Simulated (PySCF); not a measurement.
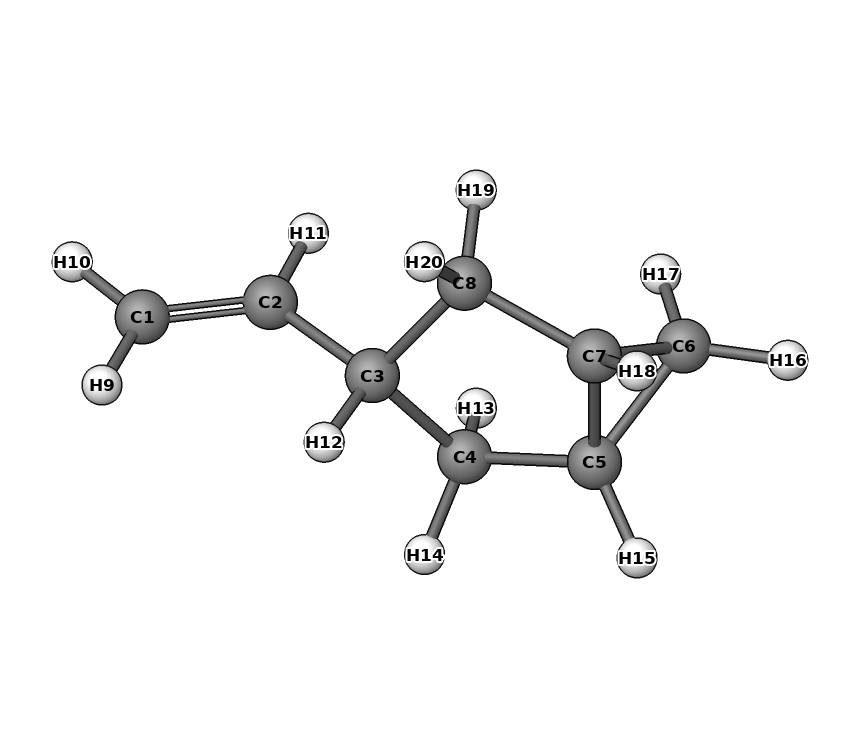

The questions are on isotropic NMR shieldings of the H atoms. Computed geometry: GFN2-xTB optimisation. No frequency run is at hand to confirm it as a minimum. Level of theory: GIAO PBE0/pcSseg-1 NMR shielding, non-relativistic, gas phase (PySCF 2.14.0).

List the isotropic NMR shieldings of the H atoms.

```csv
atom,σ (ppm)
H9,26.47
H10,26.68
H11,25.93
H12,28.68
H13,30.58
H14,29.52
H15,30.31
H16,30.74
H17,31.89
H18,30.31
H19,30.58
H20,29.52
```
